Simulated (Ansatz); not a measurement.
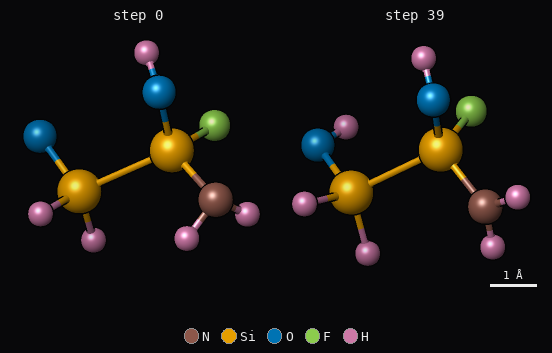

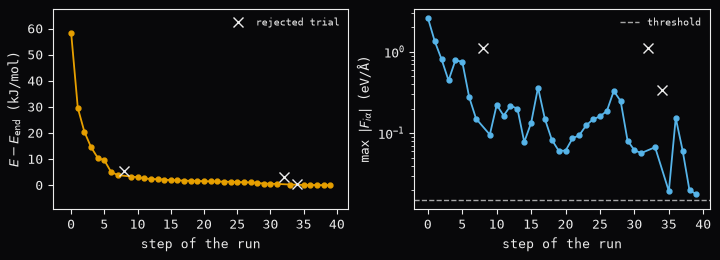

First and last geometry of a relaxation of Si2NH6O2F, with the history of the run. A ball-and-stick model, seen at a tilt.

The run prepares an end point of a later path (inversion) calculation, from a guessed geometry.

These are results of RKS r2SCAN/6-31G* (Ansatz 0.2.0), not measurements. (no spin polarisation; force threshold 0.015 eV/Å; at most 40 steps)

What do the curves and the structures tell?

Answer. The relaxation stopped without meeting its thresholds, so the last structure isn't shown to be converged. It used up its limit of 40 steps. An H atom moves most after the best rigid fit: 1.52 Å. By element the largest moves are H 1.52 Å, F 0.53 Å, O 0.38 Å, N 0.37 Å, Si 0.17 Å. Among the contacts that change: H–O 1.023 → 0.967 Å, Si–Si 2.378 → 2.331 Å, H–N 1.055 → 1.013 Å, H–Si 1.452 → 1.486 Å. Bond angles that change, for instance: Si–N–H 104.8° → 123.0°, Si–N–H 103.1° → 120.9°, H–N–H 103.0° → 112.6°. Groups turn about O–Si by about 55°, Si–Si by about 25°. The energy falls by 58.3 kJ/mol in 36 accepted moves (39 points after the start). The largest force component goes from 2.6 to 0.018 eV/Å. The line search rejected the trial steps at points 8, 32, 34 of the run. Cost: 89 s on 2 threads of Intel(R) Xeon(R) 6975P-C (Granite Rapids), with other jobs on the host, peak memory 0.22 GiB.

| step | E − E(0), kJ/mol | largest force component, eV/Å | note |
| --- | --- | --- | --- |
| 0 | 0.00 | 2.6127 |  |
| 1 | -28.70 | 1.3490 |  |
| 2 | -37.91 | 0.8052 |  |
| 3 | -43.75 | 0.4447 |  |
| 4 | -47.81 | 0.7885 |  |
| 5 | -48.78 | 0.7537 |  |
| 6 | -53.16 | 0.2778 |  |
| 7 | -54.40 | 0.1509 |  |
| 8 | -52.95 | 1.1214 | rejected |
| 9 | -54.98 | 0.0961 |  |
| 10 | -55.21 | 0.2238 |  |
| 12 | -55.91 | 0.2170 |  |
| 13 | -56.00 | 0.2013 |  |
| 15 | -56.36 | 0.1344 |  |
| 16 | -56.39 | 0.3636 |  |
| 18 | -56.60 | 0.0832 |  |
| 19 | -56.66 | 0.0611 |  |
| 21 | -56.82 | 0.0863 |  |
| 22 | -56.87 | 0.0948 |  |
| 24 | -56.99 | 0.1485 |  |
| 25 | -57.07 | 0.1614 |  |
| 27 | -57.23 | 0.3305 |  |
| 28 | -57.39 | 0.2484 |  |
| 30 | -57.73 | 0.0617 |  |
| 31 | -57.80 | 0.0572 |  |
| 33 | -58.05 | 0.0674 |  |
| 34 | -57.92 | 0.3435 | rejected |
| 36 | -58.22 | 0.1544 |  |
| 37 | -58.24 | 0.0614 |  |
| 39 | -58.27 | 0.0179 |  |
